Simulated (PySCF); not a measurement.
**CH₇FOSi₂ (SMILES OC(F)([SiH3])[SiH3]): density, localisation and related maps**

```xyz
12

C    -0.3643   -0.0612    0.4244
Si    1.3768    0.5590    0.9367
Si   -0.7211   -0.1174   -1.4615
O    -0.5386   -1.2920    1.0307
F    -1.2866    0.8641    0.9539
H     1.4674    0.5410    2.4236
H     1.5555    1.9484    0.4229
H     2.4134   -0.3309    0.3357
H    -0.7067    1.2515   -2.0501
H     0.2942   -0.9787   -2.1364
H    -2.0753   -0.7360   -1.6159
H    -1.3781   -1.6784    0.7461
```

Geometry: PBE0-D3(BJ)/def2-SVP.

These are results of PySCF, PBE0/pcSseg-2, SCF density, gas phase, non-relativistic, not measurements.

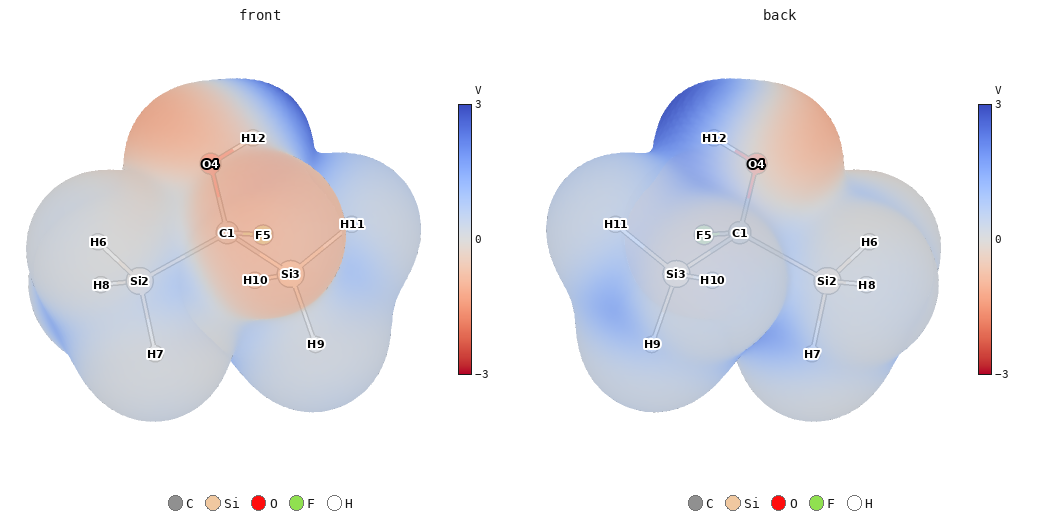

Figure 1. The molecular electrostatic potential painted on the density surface at 0.002 e/bohr³, seen from the front and from behind; the colour scale runs from red (negative) to blue (positive).

### Where is the surface potential most negative and most positive?

The most negative region (about −1.1 V) lies over O4, the most positive (about +2.6 V) over H12. O4 is the likeliest acceptor of a hydrogen bond.

### How polar is the molecule by this calculation?

Its dipole moment is 1.51 D.

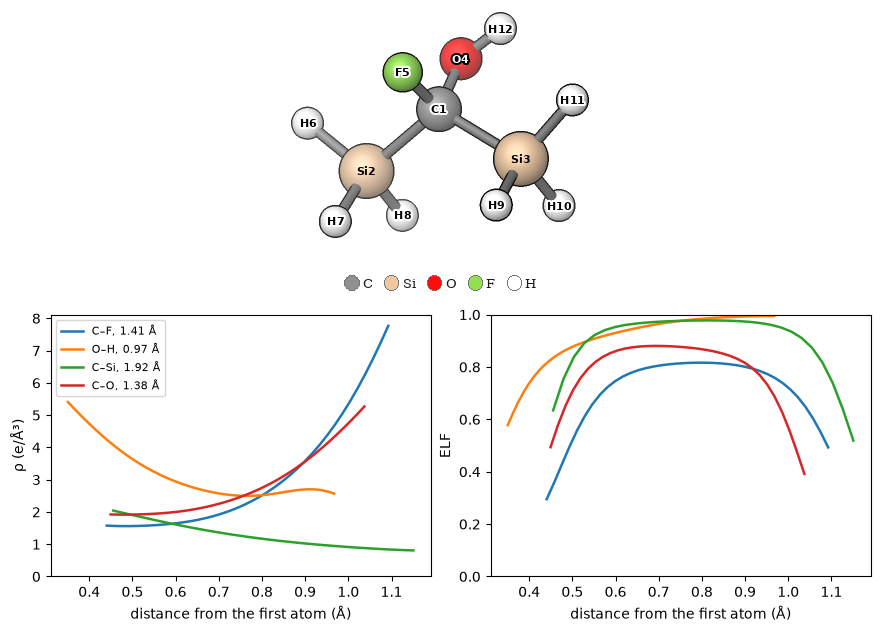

Figure 2. Electron density and ELF along straight lines between neighbouring atoms. The curves leave out the atomic cores. The structure is drawn too.

### Compare the contacts.

C–F (1.41 Å): ρ is about 1.9 e/Å³ halfway, with its minimum of 1.6 e/Å³ about 0.5 Å from C; the ELF peaks at about 0.80 between the atoms; a polar covalent bond.
O–H (0.97 Å): ρ is about 3.8 e/Å³ halfway; the ELF climbs to about 1 towards the hydrogen, as it does in any bond to H; a covalent bond by its length.
C–Si (1.92 Å): ρ is about 0.96 e/Å³ halfway; the ELF peaks at about 1 between the atoms: a shared electron pair.
C–O (1.38 Å): ρ is about 2.2 e/Å³ halfway, with its minimum of 1.9 e/Å³ about 0.5 Å from C; the ELF peaks at about 0.90 between the atoms: a shared but strongly polarised pair.
